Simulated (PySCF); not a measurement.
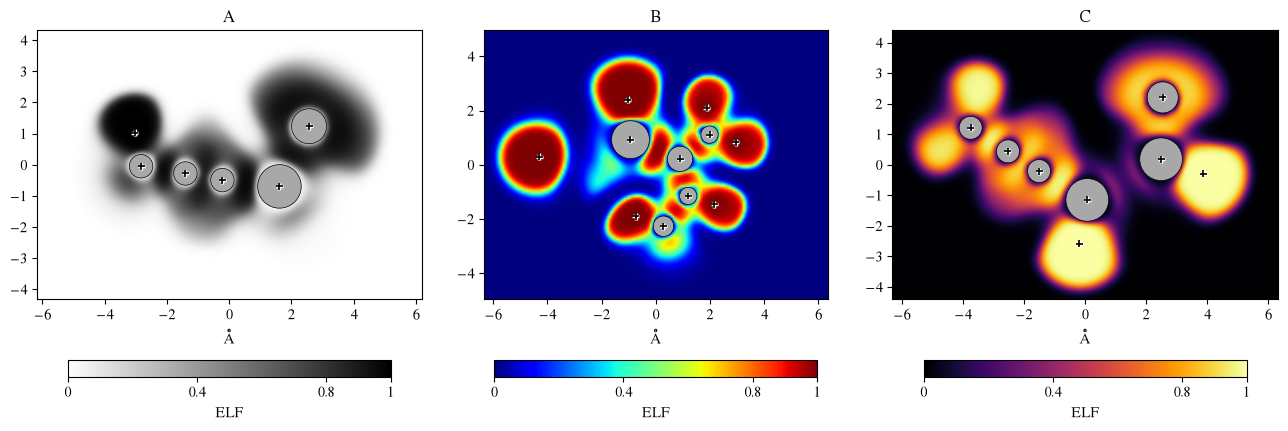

The electron localisation function of 3 systems, each on a plane through atoms (crosses mark nuclei in the plane; grey discs cover the cores).

These are results of PBE0/pcSseg-1, SCF density, gas phase, non-relativistic in PySCF 2.14.0, not measurements.

System 1: C5H9FSSi2, the plane of atoms C2, C1 and H10. Geometry: GFN2-xTB.

```xyz
18

C     3.6359   -1.2392   -0.1388
C     2.4809   -0.3911   -0.3101
C     1.5243    0.3326   -0.4426
Si    0.0034    1.3399   -0.7089
C    -1.0444    1.3558    0.8895
Si   -2.4945    0.1535    0.6972
F    -2.4149   -0.9829    1.8485
C    -2.1814   -0.7288   -0.9573
S    -1.2901    0.3579   -2.1328
H     3.5786   -2.0853   -0.8232
H     3.6771   -1.6127    0.8842
H     4.5449   -0.6756   -0.3476
H     0.2934    2.6558   -1.2641
H    -1.4008    2.3659    1.0791
H    -0.4262    1.0818    1.7423
H    -3.8264    0.7255    0.8054
H    -3.0946   -1.0227   -1.4689
H    -1.5740   -1.6240   -0.8236
```

System 2: C5H9ClSi2, the plane of atoms C3, Si4 and H12. Geometry: GFN2-xTB.

```xyz
17

C     3.7042    0.3706   -0.4097
C     2.3135   -0.0083   -0.5129
C     1.1538   -0.3260   -0.6019
Si   -0.6285   -0.7776   -0.7021
C    -1.3970   -1.1759    1.0189
Si   -2.4626    0.4131    0.9801
Cl   -1.8631    1.7898    2.3388
C    -1.7865    0.7602   -0.7763
H     4.3415   -0.4872   -0.6239
H     3.9181    0.7283    0.5974
H     3.9271    1.1643   -1.1227
H    -0.8517   -1.7861   -1.7424
H    -1.9741   -2.0965    1.0441
H    -0.6807   -1.2344    1.8347
H    -3.9082    0.2554    1.1243
H    -1.2754    1.7120   -0.8962
H    -2.5375    0.7103   -1.5602
```

System 3: CH12BN3Si2, the plane of atoms C1, N2 and H11. Geometry: GFN2-xTB.

```xyz
19

C    -1.9561   -1.1868   -0.4672
N    -2.0806    0.2170   -0.1598
B    -1.1112    1.0754    0.3831
N    -1.5022    2.4077    0.6251
Si    0.7093    0.5084    0.8369
N     1.4314   -0.3820   -0.4874
Si    2.9619   -1.1722   -0.5561
H    -0.9429   -1.5156   -0.2490
H    -2.1668   -1.3805   -1.5251
H    -2.6523   -1.7859    0.1303
H    -3.0079    0.5693   -0.3549
H    -2.4246    2.7664    0.4405
H    -0.8864    3.0999    1.0100
H     1.6372    1.6183    1.1820
H     0.8640   -0.4162    1.9827
H     1.0155   -0.1972   -1.3860
H     2.9055   -2.0434   -1.7352
H     4.0856   -0.2357   -0.6966
H     3.1109   -1.9376    0.6785
```

**Which map belongs to which system?**

Panel A is system 1, C5H9FSSi2: the plane holds C, Si, S and H. C–C (1.21 Å): the ELF peaks at about 0.85 between the atoms: a multiple bond. Panel B is system 3, CH12BN3Si2: the plane holds C, N, B, Si and H. B–N (1.40 Å): the ELF peaks at about 0.90 between the atoms; a short, strongly polar bond. Panel C is system 2, C5H9ClSi2: the plane holds C, Si, Cl and H. C–C (1.21 Å): the ELF peaks at about 0.85 between the atoms; a multiple bond.
